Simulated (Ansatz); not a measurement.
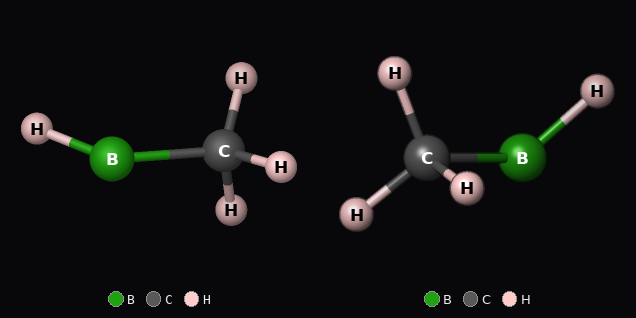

Both panels show the same species.

Charge 0, doublet. The computed structure is the end point of a PBE0-D4/def2-TZVP optimisation. No frequency run is at hand to confirm it as a minimum.

Count the atoms of each element.

Answer. CH₄B, 6 atoms: 1 carbon, 4 hydrogen and 1 boron.

Count the bonded pairs by element.

Answer. 3 C–H, 1 C–B, 1 B–H. Sticks follow a distance rule.

The parts below concern this one geometry. Atoms keep their numbers from picture to picture.

### Electronic properties

No frequency run is at hand to confirm it as a minimum. Properties computed with UKS r2SCAN-D4/def2-TZVPP (Ansatz 0.2.0).

Give the ⟨S²⟩ of the determinant at this level.

Answer. 0.753.

### Dipole moment

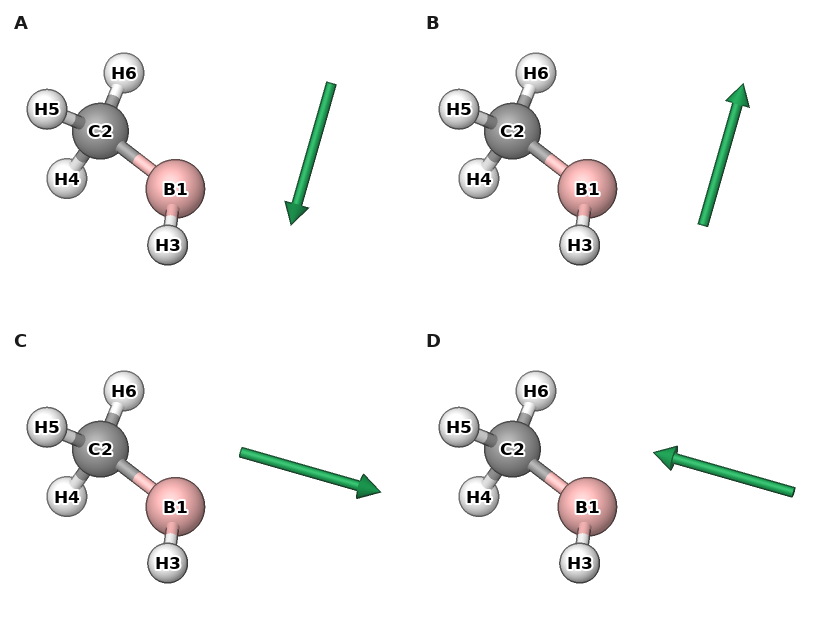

The same molecule four times, each with an arrow. No frequency run is at hand to confirm it as a minimum. Method: UKS PBE0-D4/def2-TZVP (Ansatz 0.2.0).

Which arrow points along the dipole moment, from the negative to the positive end?

Answer. D. The dipole moment is 1.23 D; it points from the side of H3 to the side of H5 (the outermost atoms at the two ends).

### Charges

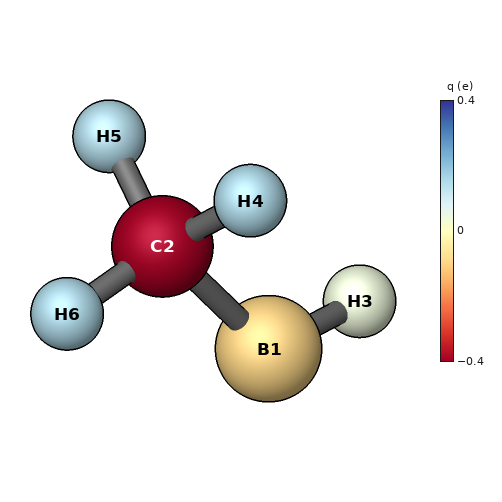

Atoms are coloured by their Mulliken charges. No frequency run is at hand to confirm it as a minimum. Method: UKS PBE0-D4/def2-TZVP (Ansatz 0.2.0).

List the Mulliken charges.

| atom | value (e) |
| --- | --- |
| B1 | −0.09 |
| C2 | −0.39 |
| H3 | 0.04 |
| H4 | 0.15 |
| H5 | 0.14 |
| H6 | 0.15 |

Mulliken values depend strongly on the basis set and can even reverse the polarity of a bond.
